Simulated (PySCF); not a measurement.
C3H6F3NSi (SMILES FC(F)(F)C/C=N\[SiH3])

```xyz
14

F    -1.7906    1.4792   -0.5683
C    -2.0578    0.5936    0.3958
F    -2.9416   -0.2806   -0.0980
F    -2.6543    1.2479    1.3931
C    -0.8031   -0.0956    0.8698
C    -0.1168   -0.8773   -0.2243
N     1.1129   -0.8913   -0.4967
Si    2.5003   -0.0538    0.1546
H    -1.1020   -0.7903    1.6725
H    -0.1369    0.6613    1.3066
H    -0.8022   -1.5163   -0.8162
H     3.4077   -1.0928    0.7195
H     2.2120    0.9591    1.2273
H     3.1654    0.6386   -0.9840
```

Geometry: PBE0-D3(BJ)/def2-SVP.

These are results of PySCF 2.14.0, PBE0/pcSseg-1, SCF density, gas phase, non-relativistic, not measurements.

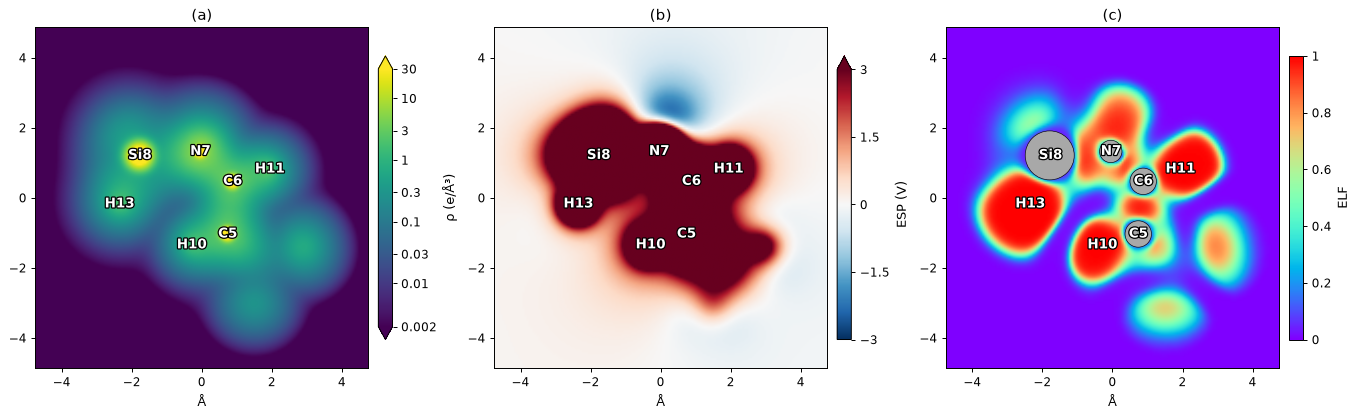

Figure 1. (a) electron density; (b) molecular electrostatic potential; (c) electron localisation function on the plane of atoms C5, C6 and H11. Grey discs cover the atomic cores in the ELF map.

Q: Interpret the plot.

A: The section cuts through C, N, Si and H sites.
C–N (1.26 Å): the density is about 2.8 e/Å³ at the midpoint; the ELF peaks at about 0.90 between the atoms: a multiple bond.
C–C (1.51 Å): the density is about 1.7 e/Å³ at the midpoint; the ELF peaks at about 0.95 between the atoms, as expected for a covalent bond.
Si–N (1.75 Å): ρ at the midpoint is about 1 e/Å³; the ELF peaks at about 0.90 between the atoms (a polar covalent bond).
C–H (1.10 Å): ρ is about 2 e/Å³ halfway; the ELF climbs to about 1 towards the hydrogen, as it does in any bond to H; an ordinary covalent bond to hydrogen.
Si–H (1.50 Å): the density is about 0.77 e/Å³ at the midpoint; the ELF climbs to about 1 towards the hydrogen.
The ELF also peaks beside F3 and N7, away from the bonds: lone-pair regions.
Outside the dense part of the molecule the potential is most negative (−2.2 V) near N7.

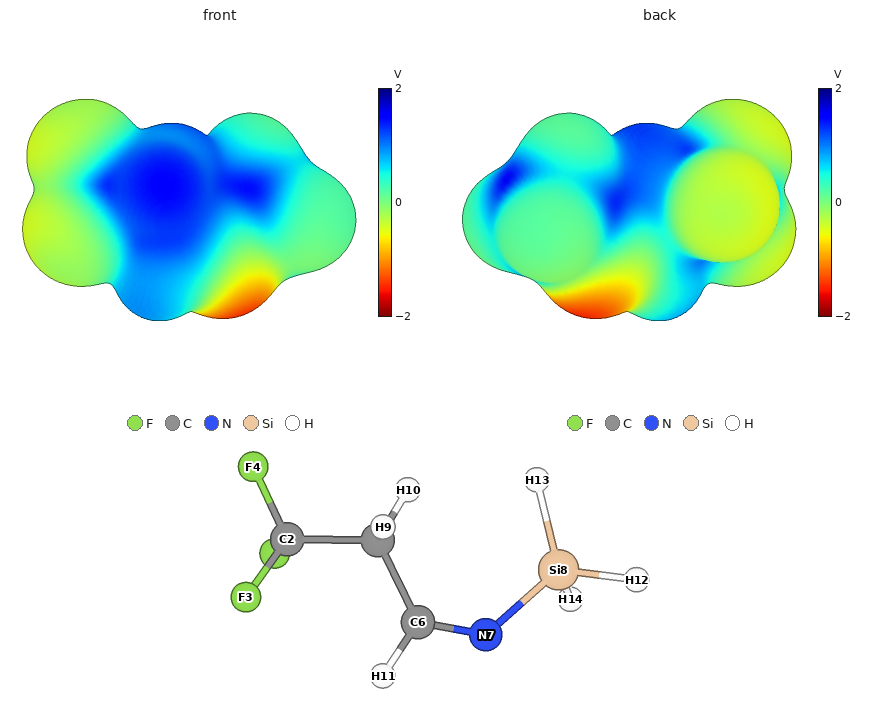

Figure 2. The molecular electrostatic potential painted on the density surface at 0.002 e/bohr³, seen from the front and from behind; red is negative and blue positive. The bare structure is drawn below in the same view.

Q: Where is the surface potential most negative and most positive?

A: The most negative region (about −1.4 V) lies over N7, the most positive (about +1.5 V) over Si8 and H9. N7 is the likeliest acceptor of a hydrogen bond.
